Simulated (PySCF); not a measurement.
**C2H11NOSi2 (SMILES CCO[SiH2][SiH2]N): density, localisation and related maps**

| atom | x (Å) | y (Å) | z (Å) |
| --- | --- | --- | --- |
| C | -2.9735 | -0.6035 | 0.0580 |
| C | -2.1689 | 0.6599 | -0.1681 |
| O | -0.8591 | 0.5593 | 0.3386 |
| Si | 0.4253 | -0.1683 | -0.4426 |
| Si | 2.3422 | 0.3409 | 0.7970 |
| N | 3.7000 | -0.2664 | -0.1070 |
| H | -4.0087 | -0.4725 | -0.2932 |
| H | -2.5383 | -1.4584 | -0.4828 |
| H | -2.9996 | -0.8550 | 1.1288 |
| H | -2.6500 | 1.5095 | 0.3448 |
| H | -2.1495 | 0.9104 | -1.2475 |
| H | 0.2414 | -1.6526 | -0.5632 |
| H | 0.5257 | 0.3602 | -1.8478 |
| H | 2.3458 | 1.8148 | 1.1008 |
| H | 2.3267 | -0.3688 | 2.1131 |
| H | 4.6035 | -0.3315 | 0.3503 |
| H | 3.8193 | 0.0362 | -1.0679 |

Geometry: PBE0-D3(BJ)/def2-SVP.

Computed with PBE0/pcSseg-1, SCF density, gas phase, non-relativistic in PySCF 2.14.0.

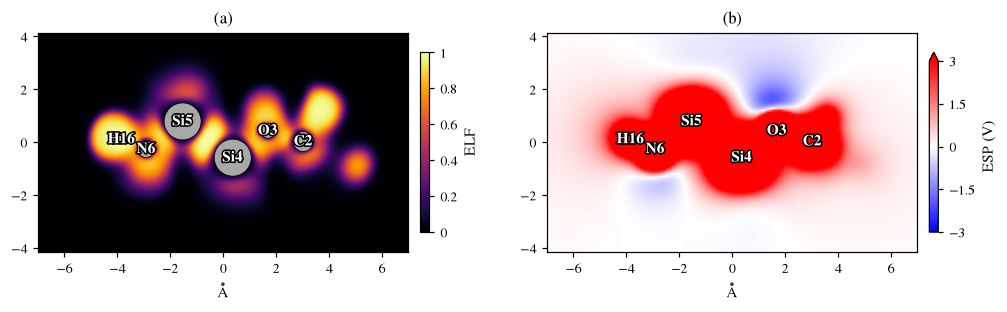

Figure 1. (a) electron localisation function; (b) molecular electrostatic potential on the plane of atoms O3, Si4 and Si5. Grey discs cover the atomic cores in the ELF map.

Describe what can be read from this map.

Answer. Atoms in the plane: C, O, Si, N and H. C–O (1.41 Å): the ELF peaks at about 0.85 between the atoms: a shared but strongly polarised pair. Si–O (1.67 Å): the ELF peaks at about 0.85 between the atoms; a shared but strongly polarised pair. Si–N (1.74 Å): the ELF peaks at about 0.90 between the atoms: a polar covalent bond. Si–Si (2.34 Å): the ELF peaks at about 1 between the atoms (a shared electron pair). N–H (1.01 Å): the ELF climbs to about 1 towards the hydrogen, as it does in any bond to H; a covalent bond by its length. The ELF also peaks beside O3, away from the bonds: lone-pair regions. Outside the dense part of the molecule the potential is most negative (−2.0 V) near O3.

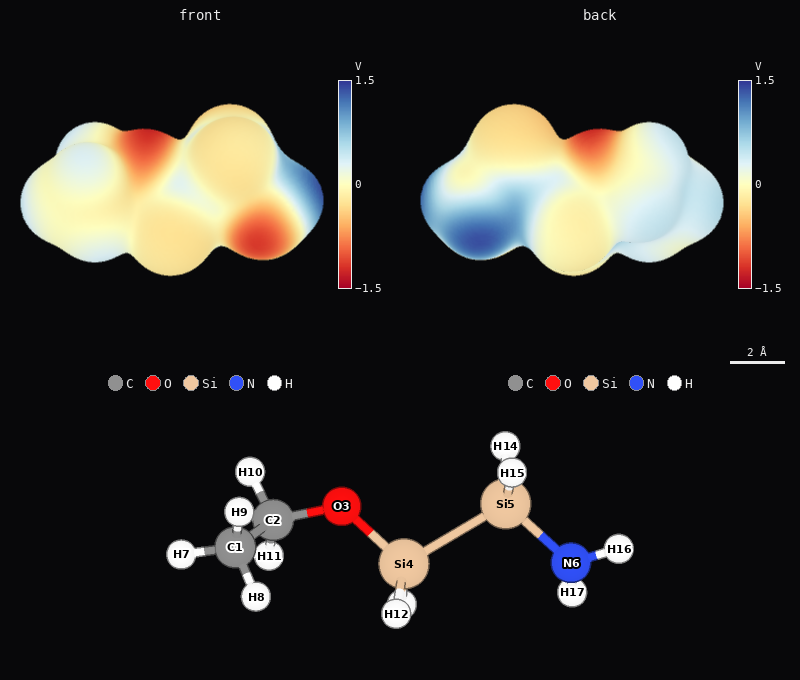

Figure 2. The molecular electrostatic potential painted on the density surface at 0.001 e/bohr³, seen from the front and from behind; red is negative and blue positive. The bare structure is drawn below in the same view.

Where is the surface potential most negative and most positive?

Answer. The most negative region (about −1.2 V) lies over O3, the most positive (about +1.3 V) over H16 and H17. O3 is the likeliest acceptor of a hydrogen bond.
